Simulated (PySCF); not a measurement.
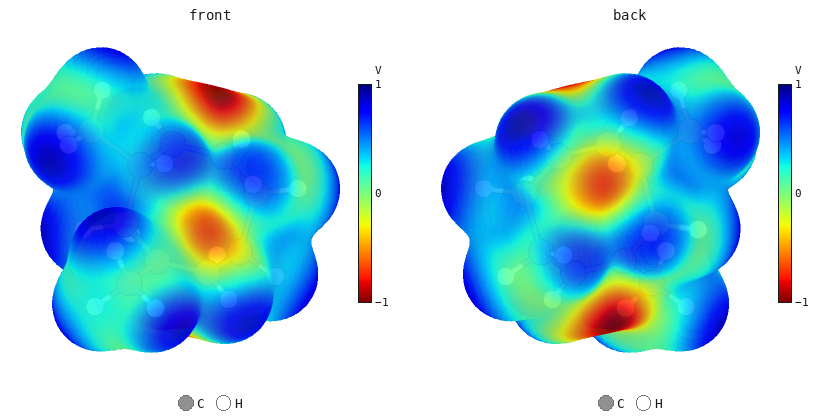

C$_{10}$H$_{16}$. The electrostatic potential painted on the density surface at 0.004 e/bohr³, seen from the front and from behind; red is negative and blue positive.

Geometry: GFN2-xTB.

These are results of PBE0/pcSseg-1, SCF density, gas phase, non-relativistic in PySCF 2.14.0, not measurements.

```yaml
atoms:
  - { symbol: C, position_ang: [-0.7664, 2.6219, -0.6794] }
  - { symbol: C, position_ang: [-0.0016, 1.5126, -0.0204] }
  - { symbol: C, position_ang: [1.3211, 1.4338, -0.1014] }
  - { symbol: C, position_ang: [2.1727, 0.3449, 0.4804] }
  - { symbol: C, position_ang: [2.0647, -0.9730, -0.3254] }
  - { symbol: C, position_ang: [1.1799, -1.9747, 0.3545] }
  - { symbol: C, position_ang: [-0.1398, -1.9029, 0.4365] }
  - { symbol: C, position_ang: [-0.9931, -0.8115, -0.1455] }
  - { symbol: C, position_ang: [-2.4516, -1.2596, -0.2116] }
  - { symbol: C, position_ang: [-0.8476, 0.4891, 0.6874] }
  - { symbol: H, position_ang: [-0.1032, 3.2977, -1.2135] }
  - { symbol: H, position_ang: [-1.3199, 3.1937, 0.0656] }
  - { symbol: H, position_ang: [-1.4889, 2.2107, -1.3845] }
  - { symbol: H, position_ang: [1.8547, 2.1934, -0.6583] }
  - { symbol: H, position_ang: [3.2116, 0.6777, 0.4872] }
  - { symbol: H, position_ang: [1.8812, 0.1481, 1.5153] }
  - { symbol: H, position_ang: [1.6756, -0.7438, -1.3208] }
  - { symbol: H, position_ang: [3.0590, -1.4042, -0.4484] }
  - { symbol: H, position_ang: [1.6897, -2.7979, 0.8382] }
  - { symbol: H, position_ang: [-0.6755, -2.6681, 0.9832] }
  - { symbol: H, position_ang: [-0.6501, -0.5999, -1.1653] }
  - { symbol: H, position_ang: [-3.0679, -0.4973, -0.6844] }
  - { symbol: H, position_ang: [-2.8388, -1.4450, 0.7888] }
  - { symbol: H, position_ang: [-2.5399, -2.1770, -0.7906] }
  - { symbol: H, position_ang: [-0.4095, 0.2435, 1.6575] }
  - { symbol: H, position_ang: [-1.8377, 0.9105, 0.8683] }
```

Which sites attract a positive test charge, and which a negative one?

A positive charge is drawn to the negative regions and a negative charge to the positive ones. The most negative region (about −1.0 V) lies over the π face of C2, C3, C6 and C7, the most positive (about +0.9 V) over the H atoms.

What dipole moment does the calculation give?

Its dipole moment is 0.25 D.
